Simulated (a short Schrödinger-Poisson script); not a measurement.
Structure: gated Al0.2Ga0.8N/GaN polarisation-induced gas, at 300 K.

| layer | material | thickness (nm) | Na (cm⁻³) |
|---|---|---|---|
| 1 | Al0.2Ga0.8N | 10 | - |
| 2 | GaN | 6000 | 1e15 |

The device is made up for the run: typed textbook-type constants, with dimensions and the other settings drawn at random. Al0.2Ga0.8N: permittivity 9.38, conduction-band edge (eV) 0.262, gap (eV) 3.804, electron mass (mₑ) 0.224, Nv at 300 K (cm⁻³) 4.6e19. GaN: permittivity 9.5, conduction-band edge (eV) 0, gap (eV) 3.43, Nv at 300 K (cm⁻³) 4.6e19.

Channel valleys (confinement mass, in-plane density-of-states mass, number): Γ 0.2, 0.2, 1. At the gate the conduction-band edge of layer 1 lies 1.1 eV − eVg above the Fermi level of the channel; the field vanishes at the back. Sheet of polarisation charge: +9.4e12 e/cm² at 10 nm from the gate. The barrier under the gate holds no holes. Gaps are held at their typed values at every temperature. Mesh 0.08 nm at interfaces.

Solved with a short Schrödinger-Poisson script written for these runs: 1D Poisson equation in equilibrium, electrons quantum, Hartree plus LDA exchange-correlation (BenDaniel-Duke, 40 states a valley, the channel's in-plane mass for all, wave functions free to enter the barrier), parabolic valleys, classical holes, full ionisation, no traps, pinning or gate leakage.

Only gate voltages with over 1e8 electrons/cm² are shown.

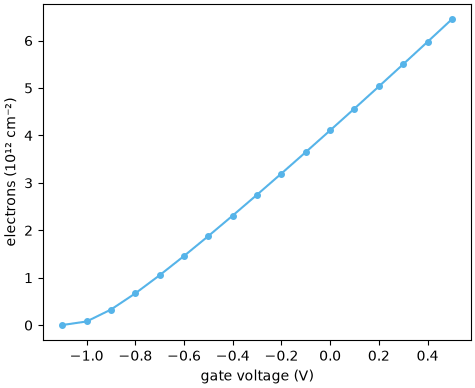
*Sheet density against gate voltage*

```csv
Vg (V),electrons (cm⁻²),in the channel layer,C (μF/cm²),Γ E0 (meV),Γ E1 (meV)
0.5,6.45e12,5.85e12,0.765,-66.4,33.1
0.4,5.97e12,5.47e12,0.760,-60.8,35.3
0.3,5.50e12,5.08e12,0.754,-55.2,37.5
0.2,5.03e12,4.69e12,0.748,-49.4,39.6
0.1,4.57e12,4.29e12,0.742,-43.4,41.8
0,4.11e12,3.88e12,0.736,-37.3,44.1
-0.1,3.65e12,3.48e12,0.728,-30.9,46.5
-0.2,3.20e12,3.07e12,0.720,-24.3,49.0
-0.3,2.75e12,2.65e12,0.711,-17.2,51.7
-0.4,2.31e12,2.24e12,0.699,-9.5,54.7
-0.5,1.88e12,1.83e12,0.684,-1.0,58.3
-0.6,1.46e12,1.43e12,0.664,8.7,62.7
-0.7,1.05e12,1.04e12,0.635,20.4,68.5
-0.8,6.71e11,6.64e11,0.587,35.6,77.0
-0.9,3.30e11,3.27e11,0.497,58.0,91.9
-1,7.83e10,7.79e10,0.278,99.5,126.0
-1.1,3.27e9,3.26e9,0.0248,184.0,207.0
```

Subbands count from the Fermi level.
